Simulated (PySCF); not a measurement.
Si(Cl)2(Br)(NH2), SMILES Cl[Si](Br)(N)Cl (H2BrCl2NSi), B3LYP/def2-SVP optimised geometry. Atoms within 1.6 Å of the plane z = 1.0 Å (x, y, z in Å): N1 (0.91, -0.56, 0.00), Si2 (-0.79, -0.56, 0.00), Cl4 (-1.43, 1.40, 0.00), Br5 (-1.74, -1.56, 1.76), H6 (1.43, -1.40, -0.22), H7 (1.43, 0.06, 0.62).

Computed with B3LYP/def2-TZVP in PySCF.

Map of the Laplacian of the electron density (e/bohr⁵) on the plane z = 1.0 Å:

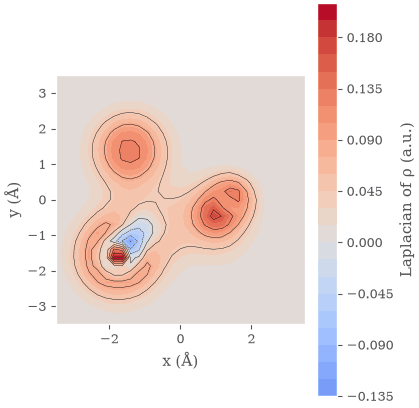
*Laplacian of the electron density (e/bohr⁵) on the plane z = 1.0 Å.*
